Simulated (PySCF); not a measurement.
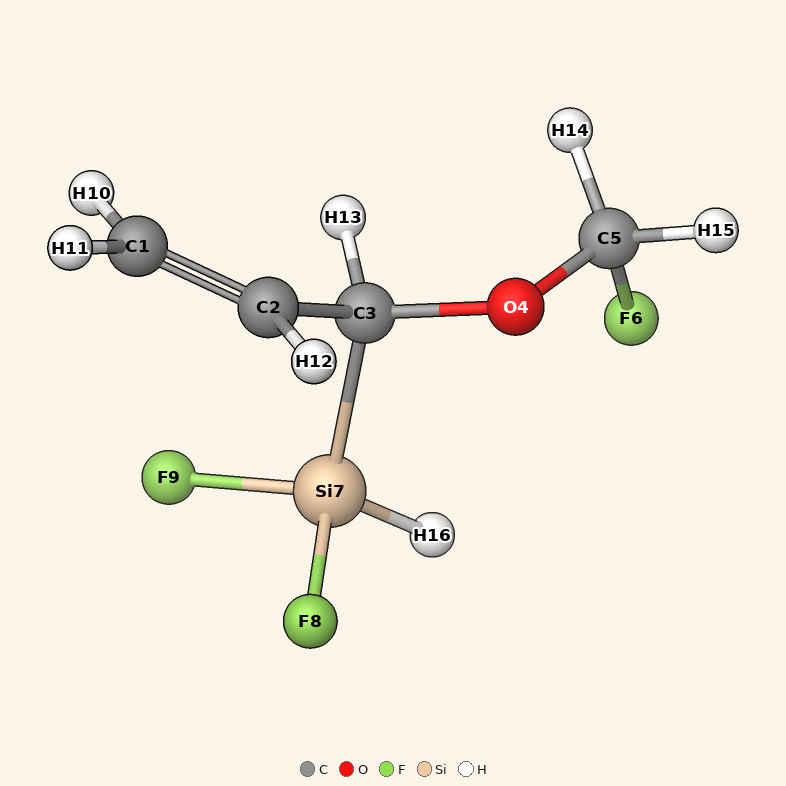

The geometry was computed by an optimisation with GFN2-xTB. No frequency run is at hand to confirm it as a minimum. Electric field gradients from the ground-state density, PBE0/pcSseg-1 (PySCF 2.14.0), non-relativistic apart from any core potentials.

Give the largest field-gradient component, the quadrupole coupling constant and the asymmetry for 17O at O4 (Q = −25.6 mb), 2H at H10 (Q = 2.86 mb), 2H at H11 (Q = 2.86 mb), 2H at H12 (Q = 2.86 mb), 2H at H13 (Q = 2.86 mb).

```
atom  V_zz (a.u.)  e²qQ/h (MHz)     η
  O4        1.935        −11.64  0.84
 H10        0.334         0.225  0.06
 H11        0.339         0.228  0.05
 H12        0.326         0.219  0.07
 H13        0.285         0.191  0.11
```

The geometry is semi-empirical. Around Si such bond lengths and angles can be off by a tenth of an ångström or more and by several degrees, and values that hang on the shape move with them.
